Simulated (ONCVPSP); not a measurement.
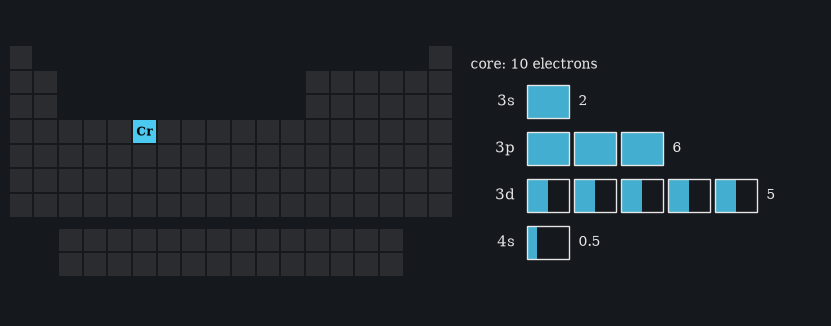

**Figure 1.** Left, the place of chromium in the periodic table; right, the valence shells of the reference configuration: a box for each of the 2l + 1 orbitals, shaded by the share of the shell that is filled, with the electron count at the right. The shells are those of the unaltered input.

Cr: pseudopotential generation

- system: chromium (Cr, Z = 24), core [Ne], reference valence 3s2 3p6 3d5 4s0.5 (an ion of charge +0.5), valence charge 14. (This line and the method describe the unaltered input from which the odd one was made.)
- method: ONCV potential, BLYP, non-relativistic, made with ONCVPSP 4.0.1

Input file:
```
# ATOM AND REFERENCE CONFIGURATION
# atsym  z   nc   nv     iexc    psfile
  Cr 24.00    3    4  -106131      upf
#
#   n    l    f
    1    0    2.00
    2    0    2.00
    2    1    6.00
    3    0    2.00
    3    1    6.00
    3    2    5.00
    4    0    0.50
#
# PSEUDOPOTENTIAL AND OPTIMIZATION
# lmax
    2
#
#   l,   rc,      ep,       ncon, nbas, qcut
    0    1.35    0.00    4    7   11.20
    1    1.25    0.00    4    9   10.60
    2    1.15    0.00    5   10   15.00
#
# LOCAL POTENTIAL
# lloc, lpopt,  rc(5),   dvloc0
    4    4    1.05    0.00
#
# VANDERBILT-KLEINMAN-BYLANDER PROJECTORs
# l, nproj, debl
    0    2    0.50
    1    2    0.60
    2    1    3.50
#
# MODEL CORE CHARGE
# icmod, fcfact, rcfact
    3    4.25    1.30
#
# LOG DERIVATIVE ANALYSIS
# epsh1, epsh2, depsh
   -4.00    5.00    0.00
#
# OUTPUT GRID
# rlmax, drl
    6.00    0.01
#
# TEST CONFIGURATIONS
# ncnf
    4
# nvcnf
#   n    l    f
    4
    3    0    2.00
    3    1    6.00
    3    2    5.00
    4    0    1.00
#
    4
    3    0    2.00
    3    1    6.00
    3    2    5.00
    4    0    0.00
#
    4
    3    0    2.00
    3    1    6.00
    3    2    4.00
    4    0    0.00
#
    4
    3    0    1.00
    3    1    6.00
    3    2    5.00
    4    0    1.00
#
```

The log's header says scalar-relativistic, as this program prints it for non-relativistic runs too.

Launched with:
```bash
oncvpspnr.x < Cr.dat > Cr.out
```

Log (extracts):
```
ONCVPSP  (Optimized Norm-Conservinng Vanderbilt PSeudopotential)
scalar-relativistic version 4.0.1

#   n    l    f        energy (Ha)
    1    0    2.00    -2.1459782E+02
    2    0    2.00    -2.4294207E+01
    2    1    6.00    -2.0670300E+01
    3    0    2.00    -2.7788528E+00
    3    1    6.00    -1.7748891E+00
    3    2    5.00    -2.3025589E-01
    4    0    0.50    -2.5023978E-01

Reference configufation results
  iterations    44
  all-electron total energy (Ha)   -1.04422398D+03

Begin loop to  construct optimized pseudo wave functions
and semi-local pseudopoentials for all angular momenta

Calculating optimized projector #   1

 for l=   0

    Fraction of norm inside rc  0.896389
    Optimizing pswf for qcut=  11.20 a_B^-1,  ecut=  62.71 Ha
    Residual kinetic energy error=  8.07D-08 Ha

    Energy error per electron        Cutoff
         Ha          eV             Ha
         0.01000     0.27211       27.59
         0.00100     0.02721       36.61
         0.00010     0.00272       44.16
         0.00001     0.00027       50.45

Calculating optimized projector #   2

 for l=   0

    Fraction of norm inside rc  0.033114
    Optimizing pswf for qcut=  11.20 a_B^-1,  ecut=  62.71 Ha
    Residual kinetic energy error=  9.02D-09 Ha

    Energy error per electron        Cutoff
         Ha          eV             Ha
         0.01000     0.27211       17.06
         0.00100     0.02721       29.47
         0.00010     0.00272       38.82
         0.00001     0.00027       46.46

WARNING wellstate: negative energy specified for n= 4 l=  1
WARNING scattering state with energy  0.25000000
WARNING will be used for the first projector

   Wellstate for l =  1  n =  4
     eigenvalue =   0.2500
     asymptotic potential =   0.7500
     half-point radius =  2.9987

Calculating optimized projector #   1

 for l=   1

    Fraction of norm inside rc  0.791937
    Optimizing pswf for qcut=  10.60 a_B^-1,  ecut=  56.22 Ha
    Residual kinetic energy error=  1.85D-07 Ha

    Energy error per electron        Cutoff
         Ha          eV             Ha
         0.01000     0.27211       20.03
         0.00100     0.02721       25.69
         0.00010     0.00272       30.28
         0.00001     0.00027       35.00

Calculating optimized projector #   2

 for l=   1

    Fraction of norm inside rc  0.066141
    Optimizing pswf for qcut=  10.60 a_B^-1,  ecut=  56.22 Ha
    Residual kinetic energy error=  1.68D-07 Ha

    Energy error per electron        Cutoff
         Ha          eV             Ha
         0.01000     0.27211       16.16
         0.00100     0.02721       22.38
         0.00010     0.00272       27.54
         0.00001     0.00027       32.53

Calculating optimized projector #   1

 for l=   2

    Fraction of norm inside rc  0.463805
    Optimizing pswf for qcut=  15.01 a_B^-1,  ecut= 112.67 Ha
    Residual kinetic energy error=  8.78D-07 Ha

    Energy error per electron        Cutoff
         Ha          eV             Ha
         0.01000     0.27211       61.10
         0.00100     0.02721       76.80
         0.00010     0.00272       89.32
         0.00001     0.00027       99.63

Construct Vanderbilt / Kleinmman-Bylander projectors

B matrix Hermiticity error, ll=   0
   1   2    4.5264E-09

  Orthonormal projector coefficients  1.1607E+01  1.0844E+00

B matrix Hermiticity error, ll=   1
   1   2    5.1379E-09

  Orthonormal projector coefficients  1.1471E+00 -2.3478E-01

Model core correction analysis
  based on d2Exc/dn_idn_j

d2excae - all-electron derivatives

   -4.015421D-02   -3.692829D-02   -2.367756D-02   -2.393988D-03
   -3.692849D-02   -3.500466D-02   -2.346050D-02   -2.981776D-03
   -2.367797D-02   -2.346076D-02   -2.105272D-02   -1.036077D-02
   -2.393759D-03   -2.981191D-03   -1.035524D-02   -3.264019D-02

d2excps - pseudofunction derivatives with no core correction

   -4.111102D-02   -3.850510D-02   -2.632304D-02   -2.518426D-03
   -3.850527D-02   -3.652213D-02   -2.592313D-02   -3.111285D-03
   -2.632351D-02   -2.592342D-02   -2.256683D-02   -1.053177D-02
   -2.518163D-03   -3.110710D-03   -1.052624D-02   -3.265137D-02

rms 2nd derivative error    1.515197E-03

rmatch, rhocmatch    0.4626   29.6629

Teter function model core charge with specified parameters

d2excps - pseudofunction derivatives with core correction

   -3.910020D-02   -3.699198D-02   -2.536297D-02   -2.354912D-03
   -3.699212D-02   -3.539135D-02   -2.516183D-02   -2.986463D-03
   -2.536335D-02   -2.516210D-02   -2.200718D-02   -1.045037D-02
   -2.354682D-03   -2.985880D-03   -1.044484D-02   -3.263805D-02

rms 2nd derivative error    9.242888E-04

Pseudoatom total energy  -86.475563

Diagnostic tests using Vanderbilt-Kleinman-Bylander pseudopotentials
  1 or more projectors used as specified by nproj input data

   l    rcore       rmatch      e in        delta e   norm test  slope test

   0   1.3577413   1.3989653  -2.7788528   0.0000001   1.0000000   1.0000001
   0   1.3577413   1.3989653  -0.2502398   0.0000000   1.0000000   1.0000000

   1   1.2561552   1.2942948  -1.7748891   0.0000002   1.0000000   1.0000001
   1   1.2561552   1.2942948   0.2500000  -0.0000000   1.0000000   1.0000000

   2   1.1552382   1.1903138  -0.2302559   0.0000000   1.0000000   1.0000000

 Testing for bound ghosts
   n   l    E NL Schr. Eq   E Basis Diag.   E Cutoff

   1   0       -2.778853       -2.778842    102.76
   2   0       -0.250240       -0.073815    102.76

   2   1       -1.774889       -1.774605    250.61

   3   2       -0.230256       -0.197018    331.56

 Testing for highly-localized positive-energy ghosts
       l    <radius>/rc     E Basis Diag.   E Cutoff

Test configuration 0

   n   l     f        eae           eps        diff
   1   0  2.0000 -214.59782312
   2   0  2.0000  -24.29420709
   2   1  6.0000  -20.67029956
   3   0  2.0000   -2.77885277   -2.77885265    1.19D-07
   3   1  6.0000   -1.77488915   -1.77488898    1.69D-07
   3   2  5.0000   -0.23025589   -0.23025588    4.80D-09
   4   0  0.5000   -0.25023978   -0.25023978    0.00D+00

    Total energies and differences
      AE_ref= -1.04422398D+03  AE_tst= -1.04422398D+03  dif=  0.00D+00
      PS_ref= -8.64755634D+01  PS_tst= -8.64755634D+01  dif= -7.25D-13
      PSP excitation error=  7.25D-13

Test configuration 1

   n   l     f        eae           eps        diff
   1   0  2.0000 -214.47439931
   2   0  2.0000  -24.17489958
   2   1  6.0000  -20.55061507
   3   0  2.0000   -2.65604433   -2.65615311   -1.09D-04
   3   1  6.0000   -1.65152426   -1.65162837   -1.04D-04
   3   2  5.0000   -0.10760736   -0.10759912    8.24D-06
   4   0  1.0000   -0.14263202   -0.14264612   -1.41D-05

    Total energies and differences
      AE_ref= -1.04422398D+03  AE_tst= -1.04432180D+03  dif= -9.78D-02
      PS_ref= -8.64755634D+01  PS_tst= -8.65733662D+01  dif= -9.78D-02
      PSP excitation error= -1.31D-05

Test configuration 2

   n   l     f        eae           eps        diff
   1   0  2.0000 -214.73689412
   2   0  2.0000  -24.42835675
   2   1  6.0000  -20.80489372
   3   0  2.0000   -2.91673886   -2.91662200    1.17D-04
   3   1  6.0000   -1.91326885   -1.91315347    1.15D-04
   3   2  5.0000   -0.36674961   -0.36676182   -1.22D-05

    Total energies and differences
      AE_ref= -1.04422398D+03  AE_tst= -1.04407008D+03  dif=  1.54D-01
      PS_ref= -8.64755634D+01  PS_tst= -8.63216709D+01  dif=  1.54D-01
      PSP excitation error=  6.33D-06

Test configuration 3

   n   l     f        eae           eps        diff
   1   0  2.0000 -215.26394946
   2   0  2.0000  -24.97093174
   2   1  6.0000  -21.34585544
   3   0  2.0000   -3.43760820   -3.43816921   -5.61D-04
   3   1  6.0000   -2.42813771   -2.42861233   -4.75D-04
   3   2  4.0000   -0.84580700   -0.84582726   -2.03D-05

    Total energies and differences
      AE_ref= -1.04422398D+03  AE_tst= -1.04347521D+03  dif=  7.49D-01
      PS_ref= -8.64755634D+01  PS_tst= -8.57267554D+01  dif=  7.49D-01
      PSP excitation error= -3.12D-05

Test configuration 4

   n   l     f        eae           eps        diff
   1   0  2.0000 -215.10398441
   2   0  2.0000  -24.72575918
   2   1  6.0000  -21.10855454
   3   0  1.0000   -3.14942785   -3.15094988   -1.52D-03
   3   1  6.0000   -2.13828576   -2.13851646   -2.31D-04
   3   2  5.0000   -0.55148703   -0.55234626   -8.59D-04
   4   0  1.0000   -0.42205354   -0.42196915    8.44D-05

    Total energies and differences
      AE_ref= -1.04422398D+03  AE_tst= -1.04143434D+03  dif=  2.79D+00
      PS_ref= -8.64755634D+01  PS_tst= -8.36852614D+01  dif=  2.79D+00
      PSP excitation error= -6.59D-04
```

What the run reported:

| quantity | value |
| --- | --- |
| outcome | generated |
| ghost flags of the generator | 0 GHOST(-), 0 GHOST(+) |
| largest excitation error printed | 18 meV |
| hardware | 1 CPU thread, shared host |
| wall time | 4.8 s |

What is odd here:

This input holds a deliberate oddity: depsh set to zero. The program ran to the end. The all-electron atom is untouched: its total energy equals that from the unaltered input (−1044.2240 Ha). The pseudo-atom's energy and ghost flags in the reference configuration are also those from the unaltered input, so the oddity leaves no trace there. This setting only spaces or bounds the energies of the logarithmic derivatives; it doesn't enter the potential. Warnings of the program, in the generation or the tests: wellstate: negative energy specified for n= 4 l= 1.
